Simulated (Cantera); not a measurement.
Input: 1 mol Pb, 0.95 mol H₂O, a varied amount of CO, equilibrated at 552 °C and 0.133 bar.

Method: chemical equilibrium by Gibbs-energy minimisation in Cantera with the NASA 1993 tables (ideal gas, pure condensed phases). Candidate condensed phases: C, C₆H₆, C₇H₈, C₈H₁₈, H₂O, Pb, PbO, PbO₂, Pb₃O₄; 113 gas species. Rates play no part.

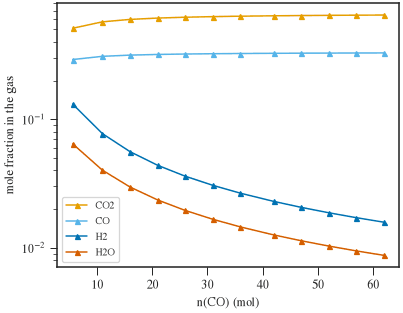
Equilibrium gas composition (values under 1e-9 drawn at 1e-9)

From 5.6 mol CO to 62 mol CO the condensed part is C(graphite) + Pb(l). The main Pb-bearing gas is Pb throughout.
